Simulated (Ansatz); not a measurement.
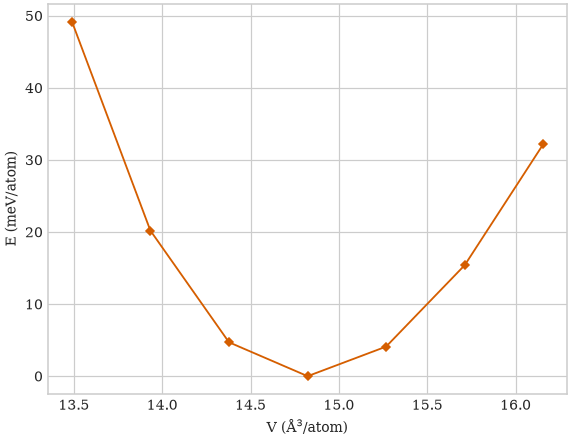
Figure: PbO$_{2}$ (rutile, P4_2/mnm) under volume change, PBE in the plane-wave PAW code Ansatz, shape and atoms relaxed at each volume.

Problem. What does a third-order Birch–Murnaghan fit give for V₀, B₀ and B′?

Solution. V₀ = 14.82 Å³/atom, B₀ = 105 GPa, B′ = 6.2.

The cell was relaxed with PBE under the symmetry of its start. Spin–orbit coupling is left out wherever it is not named.

Potentials: the later of the program's two PAW sets.
